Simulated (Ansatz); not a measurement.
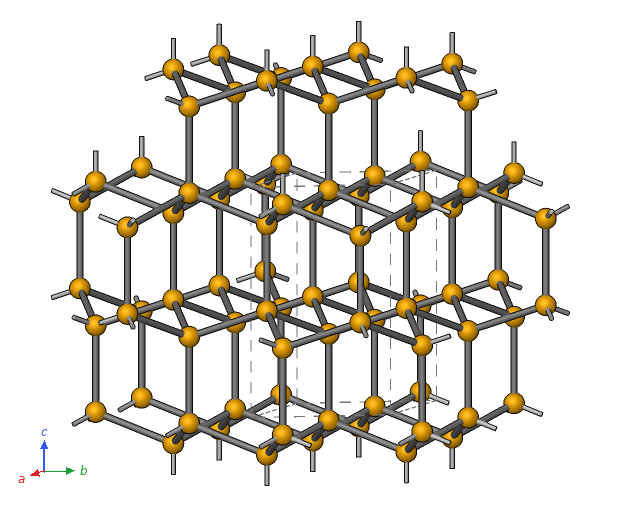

The picture shows a finite piece of the underlying net of a crystal structure, nodes on the atoms' positions. Nodes are coloured by topological kind. Short stubs are edges that leave the cut-out.

**What net is this?**

A uninodal 4-connected, three-periodic net. It is the lon net, known from lonsdaleite, wurtzite and tridymite.

**Give point symbol and coordination sequence.**

6⁶, sequence 4, 12, 25, 44, 67.

The net was derived as follows. The compound is CdS (space group P6_3mc, No. 186), taken as the geometry relaxed with DFT, LDA, all-electron LAPW, scalar-relativistic (Ansatz). Bonds are taken as Cd–S below 2.8 Å; no other contact counts. Atoms with one bond or none are removed and atoms with two bonds are replaced by edges, until no such atom is left. Cd and S are 4-connected nodes.
